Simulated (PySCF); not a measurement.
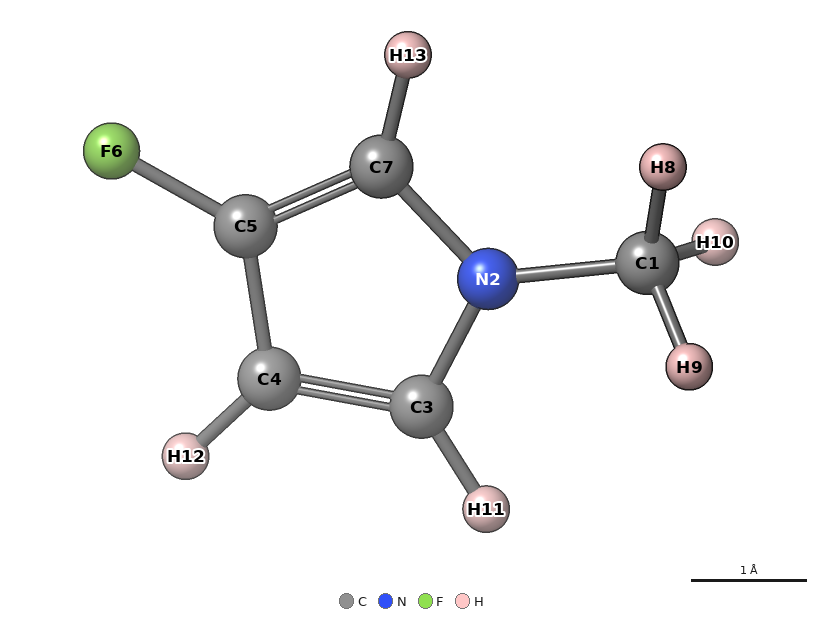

Orthographic view. Depth is shown by fading: the farther an atom, the more it takes the colour of the background. The geometry was computed by an optimisation with GFN2-xTB. No frequency run is at hand to confirm it as a minimum.

Write a MOL file (V2000) with the atoms in numerical order, bonds sorted by atom number with the orders drawn, and coordinates in the frame of the picture: x right, y up, z towards the viewer, origin at the mean position.

```
C5H6FN
                    3D

 13 13  0  0  0  0  0  0  0  0999 V2000
    1.8200    0.1700    0.4400 C   0  0  0  0  0  0  0  0  0  0  0  0
    0.4300    0.0300    0.1200 N   0  0  0  0  0  0  0  0  0  0  0  0
   -0.1600   -1.0900   -0.3800 C   0  0  0  0  0  0  0  0  0  0  0  0
   -1.4900   -0.8400   -0.6000 C   0  0  0  0  0  0  0  0  0  0  0  0
   -1.7000    0.4900   -0.2100 C   0  0  0  0  0  0  0  0  0  0  0  0
   -2.8700    1.1500   -0.2600 F   0  0  0  0  0  0  0  0  0  0  0  0
   -0.5100    1.0100    0.2300 C   0  0  0  0  0  0  0  0  0  0  0  0
    1.9600    1.0100    1.1200 H   0  0  0  0  0  0  0  0  0  0  0  0
    2.1900   -0.7400    0.9200 H   0  0  0  0  0  0  0  0  0  0  0  0
    2.4100    0.3500   -0.4600 H   0  0  0  0  0  0  0  0  0  0  0  0
    0.4100   -1.9900   -0.5400 H   0  0  0  0  0  0  0  0  0  0  0  0
   -2.2200   -1.5200   -0.9800 H   0  0  0  0  0  0  0  0  0  0  0  0
   -0.2700    1.9900    0.6000 H   0  0  0  0  0  0  0  0  0  0  0  0
  1  2  1  0
  1  8  1  0
  1  9  1  0
  1 10  1  0
  2  3  1  0
  2  7  1  0
  3  4  2  0
  3 11  1  0
  4  5  1  0
  4 12  1  0
  5  6  1  0
  5  7  2  0
  7 13  1  0
M  END
```
